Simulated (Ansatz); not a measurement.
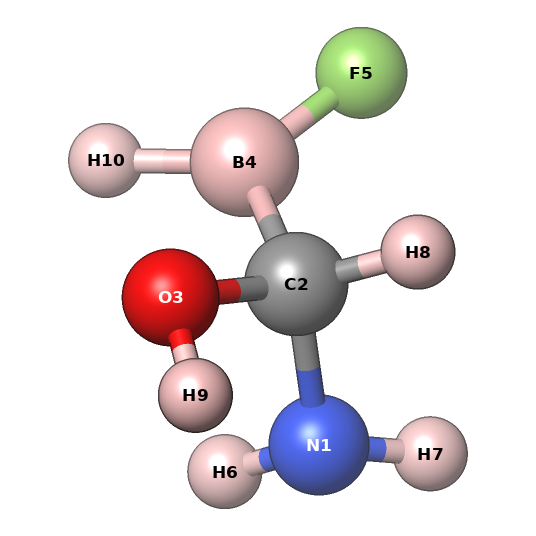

Atoms fade into the background with distance from the viewer. The geometry was computed by an optimisation with PBE0-D4/def2-TZVP. No frequency run is at hand to confirm it as a minimum.

> Which atoms or bonds are stereogenic?

Centres: C2.

> What are the Cahn–Ingold–Prelog descriptors?

C2: R (priorities O3 > N1 > B4 > H8).

> Write the isomeric SMILES.

N[C@H](O)BF
